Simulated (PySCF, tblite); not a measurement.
# C7H13FSSi: geometry, infrared bands and NMR shifts

What infrared bands and NMR shifts should C7H13FSSi (`CCC[C@@H]1C[Si@@H](F)CC1=S`) show?

Programs: tblite 0.8.0 and PySCF 2.14.0, with density-fitted response routines of our own. Each step states its level of theory. These are calculated values for one molecule in the gas phase, unless marked as measured. Atoms count from 0, in the outputs and in this text.

## (1) The molecule as given

23 atoms, charge 0, multiplicity 1; geometry from: force field or distance geometry start.

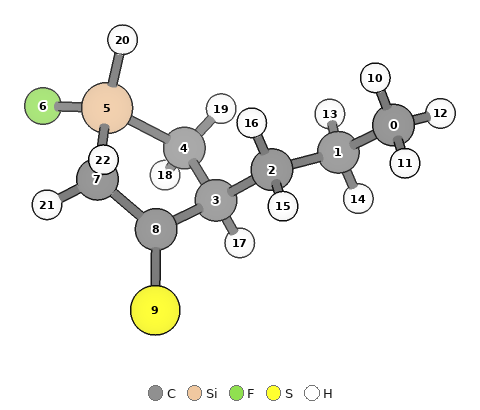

As it starts; carbon grey, silicon light orange, fluorine green, sulfur yellow, hydrogen white, atoms numbered; sticks join atoms by distance.

## (2) Optimising the geometry with GFN2-xTB

Job settings and geometry (Å):

```
{"job": {"kind": "relax", "xc": "GFN2-xTB", "basis": "xTB"}, "charge": 0, "multiplicity": 1}
C      3.148900     0.337900     0.940000
C      2.093100    -0.216100    -0.024200
C      0.711100    -0.211700     0.617000
C     -0.371200    -0.825000    -0.312200
C     -0.731200     0.047200    -1.517600
Si    -2.153200     1.186000    -0.985000
F     -3.284800     1.196000    -2.109600
C     -2.664100     0.127400     0.480300
C     -1.673400    -1.039800     0.480400
S     -1.992400    -2.437500     1.352700
H      2.906500     1.375200     1.206200
H      3.183900    -0.252700     1.863200
H      4.125300     0.323700     0.484900
H      2.115900     0.370300    -0.938000
H      2.371800    -1.237900    -0.281100
H      0.738900    -0.764600     1.570400
H      0.429500     0.822700     0.886800
H     -0.002500    -1.806400    -0.666100
H     -1.108100    -0.587200    -2.325800
H      0.122200     0.619500    -1.908900
H     -1.698100     2.551800    -0.589100
H     -3.696600    -0.237000     0.357700
H     -2.576200     0.685100     1.428100
```

Command:

```sh
> OMP_NUM_THREADS=1 python probes_run.py task.json out
```

One launch serves the whole session: the jobs run in the order shown.

The log of the run:

```text
step      E/eV     max force
  0    -853.51270    2.069
  1    -853.63017    0.607
  2    -853.66794    0.585
  3    -853.69155    0.301
  4    -853.71049    0.340
  5    -853.72253    0.230
  6    -853.73209    0.220
  7    -853.74109    0.253
  8    -853.74735    0.220
  9    -853.75084    0.130
 10    -853.75303    0.106
 11    -853.75503    0.103
 12    -853.75695    0.118
 13    -853.75841    0.095
 14    -853.75942    0.076
 15    -853.76017    0.063
 16    -853.76072    0.047
 17    -853.76111    0.049
 18    -853.76144    0.046
 19    -853.76180    0.052
 20    -853.76216    0.048
 21    -853.76249    0.038
 22    -853.76275    0.036
 23    -853.76298    0.040
 24    -853.76323    0.043
 25    -853.76350    0.035
 26    -853.76380    0.052
 27    -853.76412    0.053
 28    -853.76444    0.042
 29    -853.76473    0.033
 30    -853.76496    0.032
 31    -853.76515    0.033
 32    -853.76534    0.033
 33    -853.76558    0.034
 34    -853.76587    0.042
 35    -853.76622    0.043
 36    -853.76655    0.044
 37    -853.76685    0.045
 38    -853.76715    0.041
 39    -853.76752    0.043
 40    -853.76798    0.046
 41    -853.76847    0.066
 42    -853.76892    0.067
 43    -853.76930    0.049
 44    -853.76965    0.037
 45    -853.76998    0.040
 46    -853.77026    0.030
 47    -853.77048    0.033
 48    -853.77066    0.035
 49    -853.77085    0.031
 50    -853.77106    0.035
 51    -853.77126    0.032
 52    -853.77146    0.034
 53    -853.77168    0.034
 54    -853.77194    0.039
 55    -853.77227    0.046
 56    -853.77260    0.043
 57    -853.77288    0.041
 58    -853.77312    0.030
 59    -853.77334    0.041
 60    -853.77353    0.033
 61    -853.77368    0.029
 62    -853.77379    0.025
 63    -853.77391    0.026
 64    -853.77404    0.030
 65    -853.77417    0.023
 66    -853.77429    0.027
 67    -853.77442    0.027
 68    -853.77466    0.044
 69    -853.77495    0.045
 70    -853.77524    0.032
 71    -853.77550    0.032
 72    -853.77570    0.028
 73    -853.77585    0.025
 74    -853.77596    0.019
 75    -853.77603    0.018
 76    -853.77609    0.016
 77    -853.77615    0.018
 78    -853.77620    0.014
 79    -853.77624    0.018
 80    -853.77627    0.012
 81    -853.77631    0.014
 82    -853.77635    0.013
 83    -853.77639    0.013
 84    -853.77641    0.013
 85    -853.77644    0.012
 86    -853.77648    0.015
 87    -853.77651    0.014
 88    -853.77655    0.012
 89    -853.77658    0.012
 90    -853.77662    0.014
 91    -853.77667    0.014
 92    -853.77670    0.013
 93    -853.77673    0.012
 94    -853.77676    0.014
 95    -853.77680    0.015
 96    -853.77684    0.013
 97    -853.77687    0.012
 98    -853.77690    0.013
 99    -853.77692    0.014
100    -853.77696    0.012
101    -853.77699    0.010
```

It took 1.9 s on 1 thread of Arm Neoverse N1, shared host; peak memory 0.18 GiB.

Relaxation path: (not every step is listed)

| step | energy from step 0 (eV) | largest force (eV/Å) |
| --- | --- | --- |
| 0 | 0.0000 | 2.0687 |
| 1 | -0.1175 | 0.6069 |
| 2 | -0.1552 | 0.5848 |
| 3 | -0.1789 | 0.3012 |
| 4 | -0.1978 | 0.3402 |
| 5 | -0.2098 | 0.2300 |
| 6 | -0.2194 | 0.2203 |
| 7 | -0.2284 | 0.2527 |
| 8 | -0.2346 | 0.2199 |
| 16 | -0.2480 | 0.0468 |
| 24 | -0.2505 | 0.0428 |
| 32 | -0.2526 | 0.0330 |
| 40 | -0.2553 | 0.0463 |
| 48 | -0.2580 | 0.0354 |
| 56 | -0.2599 | 0.0428 |
| 64 | -0.2613 | 0.0296 |
| 72 | -0.2630 | 0.0278 |
| 80 | -0.2636 | 0.0119 |
| 88 | -0.2639 | 0.0124 |
| 96 | -0.2641 | 0.0128 |
| 97 | -0.2642 | 0.0120 |
| 98 | -0.2642 | 0.0135 |
| 99 | -0.2642 | 0.0142 |
| 100 | -0.2643 | 0.0122 |
| 101 | -0.2643 | 0.0105 |

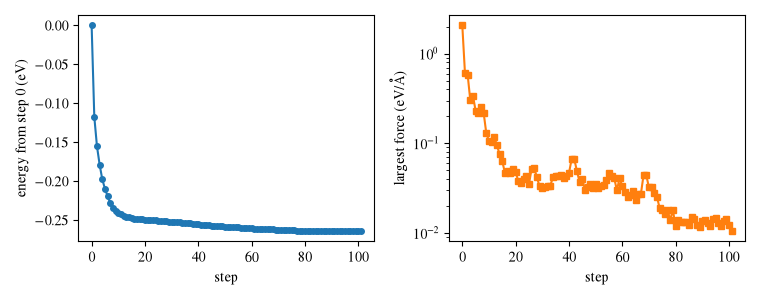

Energy and force, step by step.

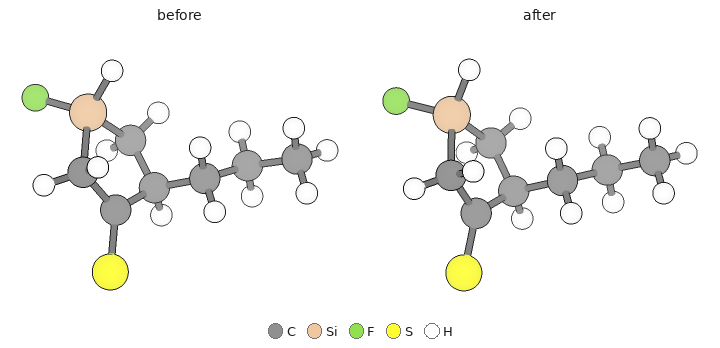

Before and after, at one scale.

Distances of close pairs at the start and the end, largest changes first:

| bond | before (Å) | after (Å) | change (Å) |
| --- | --- | --- | --- |
| C8–S9 | 1.678 | 1.621 | -0.057 |
| Si5–H20 | 1.493 | 1.452 | -0.042 |
| C7–C8 | 1.531 | 1.493 | -0.038 |
| C3–C8 | 1.540 | 1.502 | -0.038 |
| Si5–C7 | 1.878 | 1.903 | +0.025 |
| Si5–F6 | 1.595 | 1.615 | +0.019 |
| C2–C3 | 1.553 | 1.540 | -0.013 |
| C3–H17 | 1.106 | 1.094 | -0.013 |

The next job starts from the end point, and lists it.

## (3) Harmonic vibrations with GFN2-xTB

Job settings and geometry (Å):

```
{"job": {"kind": "ir", "xc": "GFN2-xTB", "basis": "xTB"}, "charge": 0, "multiplicity": 1}
C      3.052941     0.394464     0.980841
C      2.064810    -0.244396     0.012341
C      0.644662    -0.210765     0.571787
C     -0.387235    -0.869785    -0.361677
C     -0.720617     0.025715    -1.565562
Si    -2.077164     1.205410    -0.955623
F     -3.320078     1.233742    -1.985983
C     -2.485098     0.144038     0.570687
C     -1.653922    -1.086315     0.415265
S     -2.080596    -2.529053     1.019779
H      2.789893     1.434029     1.165846
H      3.050004    -0.134599     1.931263
H      4.060859     0.362228     0.573970
H      2.105593     0.285828    -0.941044
H      2.355718    -1.280972    -0.170649
H      0.636700    -0.740743     1.527844
H      0.348394     0.824796     0.756835
H      0.013487    -1.835729    -0.682601
H     -1.109185    -0.591137    -2.378151
H      0.176780     0.509248    -1.942967
H     -1.756277     2.601717    -0.722476
H     -3.534489    -0.118420     0.699624
H     -2.179933     0.647683     1.490729
```

The log of the run:

```text
mode    cm-1     km/mol
  1      42.6      2.69
  2      46.2      1.27
  3      69.4      0.40
  4     106.2      2.56
  5     122.7      1.70
  6     175.1      9.59
  7     196.0      6.52
  8     235.0      0.51
  9     248.7      0.54
 10     276.3      5.40
 11     323.8      2.07
 12     364.8     18.12
 13     426.7      0.50
 14     511.7      1.21
 15     538.9      4.64
 16     567.9     97.55
 17     644.9    118.52
 18     707.2      2.88
 19     735.5     31.15
 20     755.3     62.04
 21     772.2     63.73
 22     788.5     50.43
 23     831.3    183.78
 24     859.1    130.48
 25     888.8      3.47
 26     934.3      0.67
 27     979.5      1.37
 28    1025.9     14.60
 29    1049.9     13.67
 30    1086.4      2.07
 31    1096.3     23.93
 32    1117.0     15.14
 33    1137.6     42.69
 34    1145.6     26.03
 35    1188.3     55.86
 36    1207.1     19.12
 37    1225.7      3.91
 38    1255.1     13.86
 39    1279.0     10.04
 40    1289.0     20.98
 41    1311.4      1.78
 42    1330.6     58.73
 43    1363.2      0.42
 44    1417.0      1.34
 45    1426.8     17.42
 46    1465.6      5.20
 47    1483.6      0.36
 48    1494.0      0.24
 49    1503.5      3.72
 50    1505.3      1.88
 51    2362.1    291.99
 52    2949.8      7.05
 53    2951.9      4.44
 54    2959.9     22.67
 55    2971.3     16.61
 56    2976.1     53.61
 57    2979.3     35.82
 58    2987.3     39.83
 59    3007.2      4.63
 60    3025.5     18.82
 61    3029.8     51.75
 62    3035.2     47.59
 63    3040.5     32.55
```

Run time: 2.3 s. Hardware: 1 thread of Arm Neoverse N1, shared host; peak memory 0.18 GiB.

The strongest bands and the atoms that carry them (share of the mass-weighted mode):

| cm⁻¹ | km/mol | atoms |
| --- | --- | --- |
| 568 | 97.5 | H20 85 % |
| 645 | 118.5 | H20 72 % |
| 755 | 62.0 | C4 26 %, H18 24 % |
| 772 | 63.7 | C7 20 %, Si5 18 %, C4 12 % |
| 831 | 183.8 | Si5 30 %, F6 26 %, C7 16 %, C3 12 % |
| 859 | 130.5 | Si5 19 %, C3 17 %, H19 13 %, C7 12 % |
| 1331 | 58.7 | C8 27 %, H17 27 %, C3 17 % |
| 2362 | 292.0 | H20 97 % |

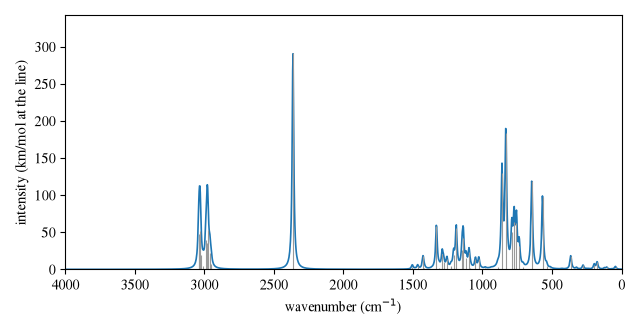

The infrared spectrum from these modes, unscaled. Lines are broadened to a width of 14 cm⁻¹ (Lorentzian).

## (4) Nuclear shieldings: PBE0/pcSseg-1

Settings changed since step 3:

```diff
@@ -1,2 +1,2 @@
-{"job": {"kind": "ir", "xc": "GFN2-xTB", "basis": "xTB"}, "charge": 0, "multiplicity": 1}
+{"job": {"kind": "nmr", "xc": "PBE0", "basis": "pcSseg-1"}, "charge": 0, "multiplicity": 1}
 C      3.052941     0.394464     0.980841
```

Level: GIAO PBE0/pcSseg-1 NMR shielding, non-relativistic, gas phase.

The log of the run:

```text
coarse grid: 20000 points
cycle   1  E = -1061.2219956401  dE =  1.144e+00  |g| = 6.997e-01  |ddm| = 4.397e+00
cycle   2  E = -1061.1313733320  dE =  9.062e-02  |g| = 1.019e+00  |ddm| = 1.512e+00
cycle   3  E = -1061.3219608915  dE = -1.906e-01  |g| = 1.746e-01  |ddm| = 9.823e-01
cycle   4  E = -1061.3287410255  dE = -6.780e-03  |g| = 6.544e-02  |ddm| = 2.542e-01
cycle   5  E = -1061.3297975893  dE = -1.057e-03  |g| = 2.469e-02  |ddm| = 1.017e-01
cycle   6  E = -1061.3299270452  dE = -1.295e-04  |g| = 3.302e-03  |ddm| = 2.447e-02
cycle   7  E = -1061.3299290487  dE = -2.004e-06  |g| = 1.388e-03  |ddm| = 4.905e-03
final grid: 183568 points
cycle   8  E = -1061.3986933819  dE = -5.466e-05  |g| = 1.232e-02  |ddm| = 4.422e-02
cycle   9  E = -1061.3986157571  dE =  7.762e-05  |g| = 2.071e-02  |ddm| = 3.392e-02
cycle  10  E = -1061.3987294514  dE = -1.137e-04  |g| = 3.930e-03  |ddm| = 2.612e-02
cycle  11  E = -1061.3987334730  dE = -4.022e-06  |g| = 3.160e-04  |ddm| = 4.314e-03
cycle  12  E = -1061.3987334934  dE = -2.043e-08  |g| = 1.207e-04  |ddm| = 5.130e-04
cycle  13  E = -1061.3987334965  dE = -3.057e-09  |g| = 4.501e-05  |ddm| = 1.562e-04
cycle  14  E = -1061.3987334969  dE = -4.250e-10  |g| = 9.460e-06  |ddm| = 4.996e-05
converged SCF energy = -1061.3987334969

GIAO shielding tensors (ppm)
atom      isotropic    diamagn.    paramagn.     s11        s22        s33       span
  0 C      169.905     245.152     -75.246    158.689    163.060    187.968     29.279
  1 C      160.490     247.443     -86.953    145.880    163.981    171.610     25.730
  2 C      140.789     252.462    -111.673    124.116    134.139    164.112     39.996
  3 C      118.299     248.753    -130.454     97.104    104.765    153.027     55.924
  4 C      163.526     254.585     -91.059    141.630    164.579    184.369     42.739
  5 Si     316.318     875.989    -559.671    275.977    314.978    357.999     82.022
  6 F      372.773     462.274     -89.502    362.242    365.598    390.477     28.235
  7 C      145.577     256.618    -111.041    124.640    137.353    174.739     50.099
  8 C      -99.624     262.572    -362.196   -267.609   -156.127    124.865    392.474
  9 S     -454.633    1057.758   -1512.391  -1608.333   -347.242    591.676   2200.009
 10 H       30.898      29.362       1.536     26.383     29.609     36.703     10.320
 11 H       30.720      28.757       1.963     26.376     28.947     36.836     10.460
 12 H       30.371      26.716       3.655     25.664     27.352     38.098     12.434
 13 H       30.213      32.626      -2.413     24.885     31.738     34.016      9.131
 14 H       30.441      31.959      -1.518     25.165     30.252     35.907     10.742
 15 H       30.255      34.712      -4.457     25.641     31.517     33.607      7.966
 16 H       30.916      35.158      -4.242     26.213     32.415     34.120      7.908
 17 H       28.406      35.173      -6.767     26.216     27.068     31.933      5.718
 18 H       30.308      31.068      -0.760     25.535     28.123     37.266     11.731
 19 H       30.216      32.958      -2.742     25.247     30.609     34.792      9.545
 20 H       25.936      28.710      -2.774     22.046     25.174     30.588      8.542
 21 H       28.655      29.577      -0.923     24.790     28.437     32.736      7.947
 22 H       29.083      30.966      -1.883     26.192     27.605     33.451      7.259
```

Run time: 2.4 min. Hardware: 1 thread of Arm Neoverse N1, shared host; peak memory 1.2 GiB.

Shifts follow as δ = σ(reference) − σ, with reference shieldings (ppm) from runs at the same level and on the same kind of geometry: 1H TMS 31.72, 13C TMS 186.9, 29Si TMS 349.2, 19F CFCl3 170.9, 33S CS2 504. The references are single molecules in the gas phase, so shifts against H2O, NH3, PH3, H3PO4 or CFCl3 are not on the usual liquid scales and can be off by tens of ppm. Atoms listed in one row are averaged.

| atoms | environment | σ (ppm) | δ (ppm) | δ scaled to CDCl3 |
| --- | --- | --- | --- | --- |
| C8 | thiocarbonyl carbon | -99.6 | 286.5 | 273.3 |
| C3 | sp3 CH in a ring | 118.3 | 68.6 | 65.1 |
| C2 | sp3 CH2 | 140.8 | 46.1 | 43.1 |
| C7 | sp3 CH2 bonded to Si | 145.6 | 41.3 | 38.4 |
| C1 | sp3 CH2 | 160.5 | 26.4 | 23.9 |
| C4 | sp3 CH2 bonded to Si | 163.5 | 23.4 | 20.9 |
| C0 | methyl carbon | 169.9 | 17.0 | 14.7 |
| H20 | hydrogen on a silicon bonded to 2 C, F, in a 5-membered ring | 25.94 | 5.78 | – |
| H17 | hydrogen on an sp3 CH in a ring | 28.41 | 3.31 | 3.23 |
| H21 | hydrogen on an sp3 CH2 bonded to Si | 28.65 | 3.06 | 2.99 |
| H22 | hydrogen on an sp3 CH2 bonded to Si | 29.08 | 2.63 | 2.59 |
| H13 | hydrogen on an sp3 CH2 | 30.21 | 1.50 | 1.52 |
| H19 | hydrogen on an sp3 CH2 bonded to Si | 30.22 | 1.50 | 1.52 |
| H15 | hydrogen on an sp3 CH2 | 30.26 | 1.46 | 1.48 |
| H18 | hydrogen on an sp3 CH2 bonded to Si | 30.31 | 1.41 | 1.43 |
| H14 | hydrogen on an sp3 CH2 | 30.44 | 1.28 | 1.31 |
| H10, H11, H12 | hydrogen on a methyl carbon | 30.66 | 1.05 | 1.10 |
| H16 | hydrogen on an sp3 CH2 | 30.92 | 0.80 | 0.86 |
| Si5 | silicon bonded to 2 C, F, H, in a 5-membered ring | 316.3 | 32.8 | – |
| F6 | fluorine bonded to Si | 372.8 | -201.8 | – |
| S9 | thione sulfur | -455 | 958 | – |

The scaled column applies a straight-line fit of computed shieldings to shifts measured in CDCl3, with any fitted terms for Cl, Br or S neighbours, and one for carbons that bear F (root-mean-square error 0.16 ppm for H, 1.9 ppm for C).

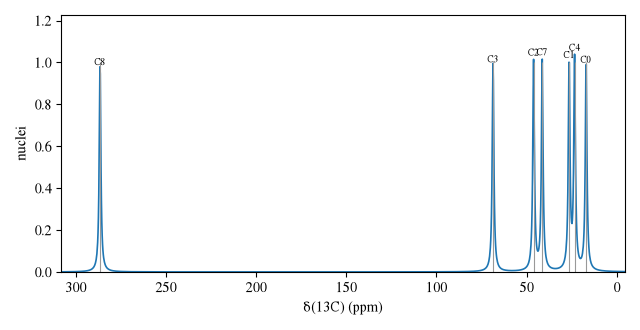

13C lines at the computed shifts, without couplings. Lines are broadened to a width of 1 ppm (Lorentzian).

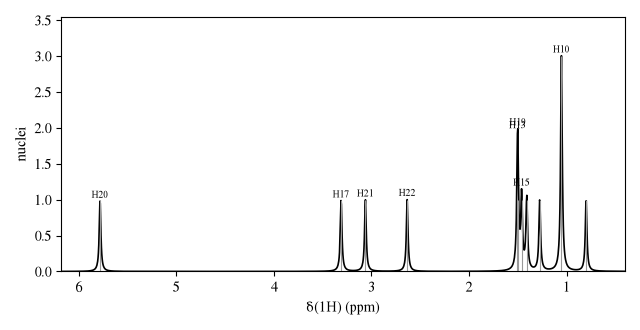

1H lines at the computed shifts, without couplings. Lines are broadened to a width of 0.02 ppm (Lorentzian).

Charges from the same density, by scheme (e):

| atoms | Mulliken | IAO | Hirshfeld | ESP fit |
| --- | --- | --- | --- | --- |
| C0 | -0.26 | -0.42 | -0.11 | -0.39 |
| C1 | -0.27 | -0.24 | -0.06 | 0.17 |
| C2 | -0.18 | -0.24 | -0.06 | -0.26 |
| C3 | -0.23 | -0.11 | -0.03 | 0.25 |
| C4 | -0.47 | -0.57 | -0.16 | -0.45 |
| Si5 | 1.07 | 1.21 | 0.45 | 0.82 |
| F6 | -0.42 | -0.53 | -0.21 | -0.34 |
| C7 | -0.43 | -0.59 | -0.17 | -0.38 |
| C8 | -0.29 | -0.02 | 0.06 | 0.09 |
| S9 | -0.05 | -0.10 | -0.13 | -0.24 |

ESP fit charges:

C0 -0.39; C1 0.17; C2 -0.26; C3 0.25; C4 -0.45; Si5 0.82; F6 -0.34; C7 -0.38; C8 0.09; S9 -0.24; H10 0.10; H11 0.10; H12 0.10; H13 0.01; H14 0.01; H15 0.09; H16 0.07; H17 -0.04; H18 0.14; H19 0.09; H20 -0.16; H21 0.12; H22 0.11

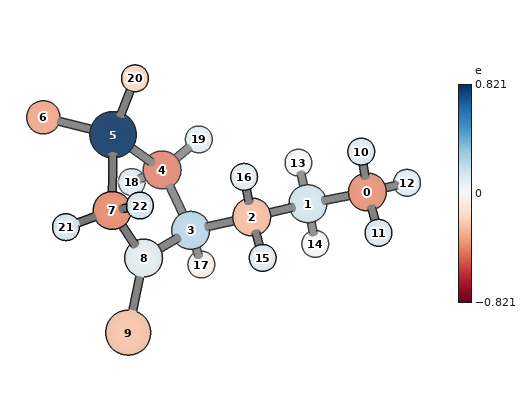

ESP fit charges, as colours on the atoms.

Mayer bond orders: C0–C1 1.07, C1–C2 1.04, C2–C3 0.96, C3–C4 0.99, C4–Si5 0.90, Si5–F6 0.95, Si5–C7 0.86, C7–C8 0.98, C8–S9 1.94, C8–C3 0.95.

Ring of atoms C3, C4, Si5, C7, C8: NICS(0) 0.9, NICS(1) -2.5, NICS(1)zz -1.9 ppm (means of both faces).

## (5) Results

```
                                                              quantity                                                                 value
                             strongest single infrared mode (GFN2-xTB)                                                 2362 cm⁻¹, 292 km/mol
                                          zero-point energy (GFN2-xTB)                                                        115.5 kcal/mol
                                13C shifts against TMS (PBE0/pcSseg-1)                         286.5, 68.6, 46.1, 41.3, 26.4, 23.4, 17.0 ppm
1H shifts against TMS (PBE0/pcSseg-1, means over atoms taken as alike)  5.78, 3.31, 3.06, 2.63, 1.50, 1.50, 1.46, 1.41, 1.28, 1.05, 0.80 ppm
                               29Si shifts against TMS (PBE0/pcSseg-1)                                                              32.8 ppm
                              19F shifts against CFCl3 (PBE0/pcSseg-1)                                                            -201.8 ppm
                                33S shifts against CS2 (PBE0/pcSseg-1)                                                               958 ppm
```

**Reading.** The optimisation took 101 steps and gained 0.264 eV; among the close pairs (by a distance rule), C8–S9 changed most, from 1.678 to 1.621 Å. All 63 modes are real, so the xTB geometry is a minimum. The strongest single mode, at 2362 cm⁻¹, moves mainly H20. GFN2-xTB is a fitted tight-binding method: band positions and strengths are rough. Its intensities can rank the bands wrongly. The most deshielded carbon is C8 (thiocarbonyl carbon), at 286.5 ppm: the small n→π* gap of C=S deshields it strongly. At PBE0/pcSseg-1: Shielding is most anisotropic at S9 (span 2200 ppm, paramagnetic term -1512 ppm).
